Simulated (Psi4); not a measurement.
**B2H2F2 (SMILES BB(F)F): a chain of runs**

Aim: a structure relaxation (HF/6-31G*), then the harmonic vibrations of B2H2F2. 

Program for the calculation: Psi4 1.11.

### 1 The system as given

The species is B2H2F2 (6 atoms), meant as a singlet with charge 0. As SMILES, `BB(F)F`. The coordinates come from a GFN2-xTB relaxation. The run starts from this shape.

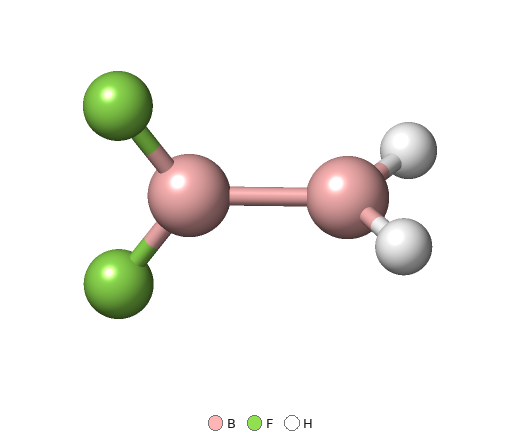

The structure, seen from a chosen angle (boron pink, fluorine green, hydrogen white).

### 2 A structure relaxation at HF/6-31G(d) (density fitting, Cartesian functions) (run 1)

Contents of job.in:

```
memory 1.6 GB

molecule {
  0 1
  B
  B 1 1.666457
  F 2 1.326909 1 124.07742
  F 2 1.32568 3 111.37987 1 -179.86993
  H 1 1.167988 2 121.93273 4 -90.71112
  H 1 1.167937 5 116.20467 2 179.58625
  units angstrom
}

set geom_maxiter 60

e_tot, wfn = optimize('scf/6-31G*', return_wfn=True)
print_variables()
```

Run with:

```bash
psi4 -n 1 job.in job.out
```

job.out:

```text
[...]
  Running in c1 symmetry.
[...]
  Nuclear repulsion =   93.948548876447589
[...]
  Multiplicity = 1
[...]
  Nalpha       = 15
  Nbeta        = 15
[...]
    Number of basis functions: 64
[...]
   @DF-RHF iter   1:  -249.45292281293584   -1.14962e+00   5.36788e-03 DIIS/ADIIS
[...]
   @DF-RHF iter   7:  -249.50060237153070   -1.64846e-12   5.55652e-09 DIIS
[...]
    Orbital Energies [Eh]
    ---------------------
    Doubly Occupied:
       1A    -26.313094     2A    -26.312976     3A     -7.698695
       4A     -7.615799     5A     -1.639087     6A     -1.605038
       7A     -0.817143     8A     -0.752155     9A     -0.750331
      10A     -0.704453    11A     -0.673243    12A     -0.648203
      13A     -0.639374    14A     -0.510297    15A     -0.468618
[...]
  @DF-RHF Final Energy:  -249.50060237153070
   => Energetics <=
    Nuclear Repulsion Energy =             93.5131059869907659
    One-Electron Energy =                -531.7304091849892984
    Two-Electron Energy =                 188.7167008264678429
    Total Energy =                       -249.5006023715307037
[...]
 Multipole Moments:
 ------------------------------------------------------------------------------------
     Multipole            Electronic (a.u.)      Nuclear  (a.u.)        Total (a.u.)
 ------------------------------------------------------------------------------------
 L = 1.  Multiply by 2.5417464519 to convert [e a0] to [Debye]
 Dipole X            :         -0.0011527            0.0007724           -0.0003802
 Dipole Y            :          0.0015745           -0.0000743            0.0015002
 Dipole Z            :          3.4613296           -3.9616681           -0.5003384
 Magnitude           :                                                    0.5003408
[...]
  -Total Gradient:
     Atom            X                  Y                   Z
    ------   -----------------  -----------------  -----------------
       1       -0.000060853993    -0.000065509447     0.000055420798
       2        0.000016283645     0.000177963931     0.000012814225
       3        0.000003162246    -0.000046804635    -0.000028419604
       4        0.000004696676    -0.000063957702     0.000006205017
       5        0.000026809176    -0.000001674159    -0.000034841492
       6        0.000009902249    -0.000000017988    -0.000011178943
[...]
    Final optimized geometry and variables:
    Molecular point group: c1
    Full point group: C1
    Geometry (in Angstrom), charge = 0, multiplicity = 1:
    B
    B             1    1.710308
    F             2    1.315795      1  121.914850
    F             2    1.315575      3  115.993068      1 -179.973059
    H             1    1.189633      2  121.446424      4  -90.055736
    H             1    1.189716      5  117.193183      2  179.949237
  Variable Map:
  ----------------------------------------------------------------------------
  "CURRENT ENERGY"           =>    -249.500602371531
  "CURRENT REFERENCE ENERGY" =>    -249.500602371531
[...]
```

The script printed:

```text
Optimizer: Optimization complete!
```

Run time: 4.2 s. Hardware: 1 thread of Intel Xeon 6975P-C (Granite Rapids), shared host; peak memory 0.23 GiB.

Steps, from the record of the run:

| step | energy from the first frame kept (eV) | largest force (eV/Å) |
| --- | --- | --- |
| 0 | 0.0000 | 2.1049 |
| 1 | -0.0609 | 0.3812 |
| 2 | 0.0125 | 1.0798 |
| 3 | -0.0591 | 0.3099 |
| 4 | -0.0396 | 0.7660 |
| 5 | -0.0634 | 0.0199 |
| 6 | -0.0634 | 0.0092 |

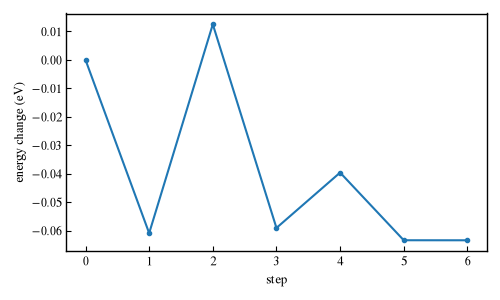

Energy along the run.

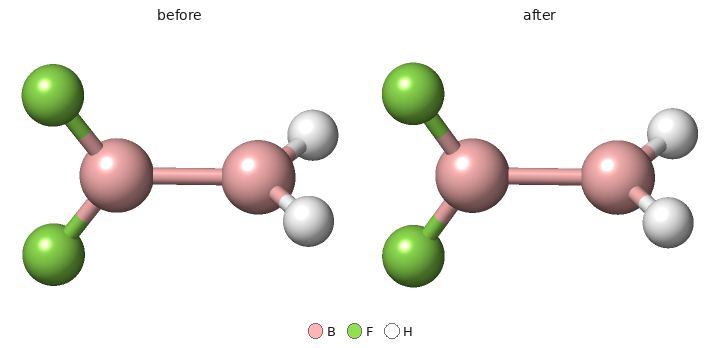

Before and after, at one scale.

After the run. Bond lengths: B1–B2 1.710 Å, B2–F3 1.316 Å, B2–F4 1.316 Å, B1–H5 1.190 Å, B1–H6 1.190 Å. Angles: B1–B2–F3 121.9°, B1–B2–F4 122.1°, F3–B2–F4 116.0°, B2–B1–H5 121.4°, B2–B1–H6 121.4°, H5–B1–H6 117.2°.

### 3 The harmonic vibrations at HF/6-31G(d) (density fitting, Cartesian functions) (run 2)

Contents of job.dat:

```
memory 1.6 GB

molecule m {
  0 1
  B     -0.385114     0.726017    -0.315862
  B      0.363182    -0.683542     0.299239
  F      0.642789    -1.714432    -0.469138
  F      0.694165    -0.802719     1.566907
  H     -1.569003     0.840457    -0.339054
  H      0.257223     1.633360    -0.739603
}

set t 298.15
set rotational_symmetry_number 2

frequencies("scf/6-31G*")
```

Run with:

```bash
psi4 -i job.dat -o job.out -n 1
```

job.out, shortened:

```text
[...]
  Running in c1 symmetry.
[...]
  Nuclear repulsion =   93.513126253634198
[...]
  Multiplicity = 1
[...]
  Nalpha       = 15
  Nbeta        = 15
[...]
    Number of basis functions: 64
[...]
   @DF-RHF iter   1:  -249.45681395745206   -1.16853e+00   5.30053e-03 ADIIS/DIIS
[...]
  -Total Gradient:
     Atom            X                  Y                   Z
    ------   -----------------  -----------------  -----------------
       1       -0.000031918212    -0.000096606197    -0.000027684131
       2        0.000024488876     0.000068926148     0.000164419960
       3       -0.000010663535     0.000005429769    -0.000053493701
       4        0.000005252713    -0.000029468868    -0.000057875123
       5        0.000008799882     0.000038563345    -0.000019374339
       6        0.000004040276     0.000013155804    -0.000005992666
[...]
   @DF-RHF iter  10:  -249.50060237145166   -1.50635e-12   5.27775e-09 DIIS
[...]
    Orbital Energies [Eh]
    ---------------------
    Doubly Occupied:
[...]
  @DF-RHF Final Energy:  -249.50060237145166
   => Energetics <=
    Nuclear Repulsion Energy =             93.5131262536341836
    One-Electron Energy =                -531.7304475931116485
    Two-Electron Energy =                 188.7167189680257877
    Total Energy =                       -249.5006023714516630
[...]
 Multipole Moments:
 ------------------------------------------------------------------------------------
     Multipole            Electronic (a.u.)      Nuclear  (a.u.)        Total (a.u.)
 ------------------------------------------------------------------------------------
[...]
  ==> Harmonic Vibrational Analysis <==
[...]
  Freq [cm^-1]                 213.6836            250.3262            418.9290
[...]
  IR activ [km/mol]             0.0000              3.9165             28.0573
[...]
  Freq [cm^-1]                 492.2397            755.6014            873.2899
[...]
  IR activ [km/mol]            26.4397              0.0343             18.4958
[...]
  Freq [cm^-1]                1005.4205           1277.6583           1396.7487
[...]
  IR activ [km/mol]            82.2822             149.5465            132.0291
[...]
  Freq [cm^-1]                1438.6472           2726.1577           2790.5428
[...]
  IR activ [km/mol]            287.9788            46.7793             121.4715
[...]
  Total E_0, Enthalpy at 0 [K]                                                         -249.46952989 [Eh]
[...]
```

The script printed:

```text
Warning: used thermodynamics relations inappropriate for low-frequency modes: ['213.6836' '250.3262' '418.9290' '492.2397']
```

Run time: 8.1 s. Hardware: 1 thread of Intel Xeon 6975P-C (Granite Rapids), shared host; peak memory 0.27 GiB.

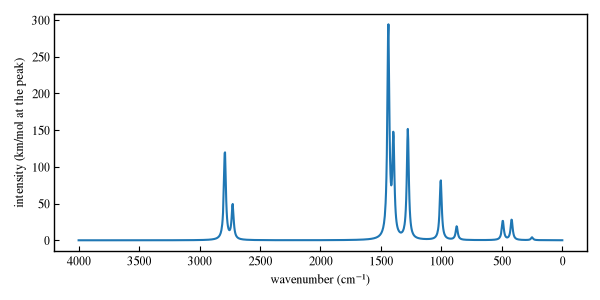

Harmonic infrared spectrum, unscaled, lines broadened by 10 cm⁻¹.

### 4 Outcome

| quantity | value |
| --- | --- |
| run 1, HF/6-31G*: total energy at the end | -249.50060 Eh |
| run 1, HF/6-31G*: dipole moment | 1.27 D |
| run 1, HF/6-31G*: HOMO energy | -12.75 eV |
| run 1, HF/6-31G*: LUMO energy | 1.93 eV |
| run 1, HF/6-31G*: HOMO–LUMO gap | 14.69 eV |
| run 2, HF/6-31G*: lowest harmonic wavenumber | 214 cm⁻¹ |
| run 2, HF/6-31G*: highest harmonic wavenumber | 2791 cm⁻¹ |
| run 2, HF/6-31G*: zero-point energy | 81.6 kJ/mol |
| run 2, HF/6-31G*: ideal-gas entropy at 298.15 K (symmetry number 2 as used) | 67.0 cal/(mol K) |

The optimisation (run 1, HF/6-31G*) took 7 steps and changed the energy by -0.063 eV. All 12 modes (run 2, HF/6-31G*) are real, so the shape is a minimum at this level.
